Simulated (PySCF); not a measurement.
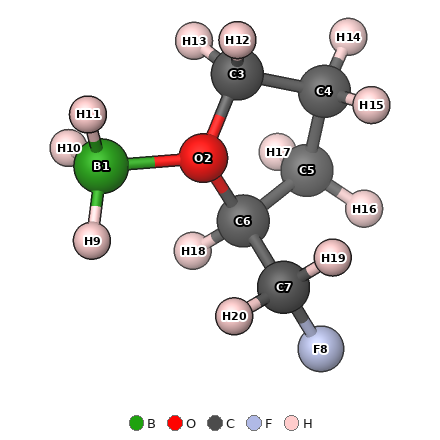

C₅H₁₂BFO, SMILES [BH3-][O+]1CCC[C@H]1CF. Vertical core-electron binding energies by ΔSCF (SCAN, pcX-2 on the ionised atom, pcseg-1 elsewhere, spin-free X2C; PySCF 2.14.0, at a PBE0-D3(BJ)/def2-SVP geometry (no frequency check)), gas phase, against the vacuum level. One atom of each kind was ionised; within a panel, areas follow the number of like atoms, Gaussians of 1.0 eV full width. Only the regions named are shown. Lines closer than the width merge in the curve.

> Predict the C 1s photoelectron lines.

```
level  atoms  binding energy (eV)
 C 1s     C7                293.5
 C 1s     C3                293.0
 C 1s     C6                292.9
 C 1s     C4                291.7
 C 1s     C5                291.6
```

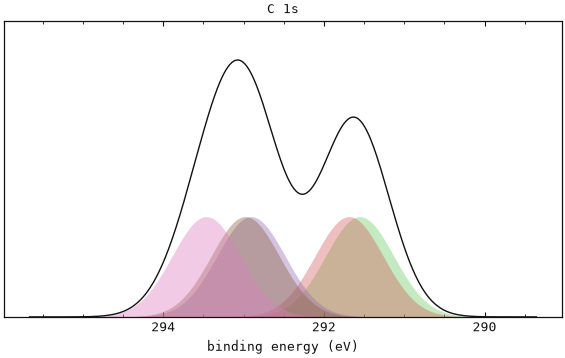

Caveats: one conformer of a flexible molecule.
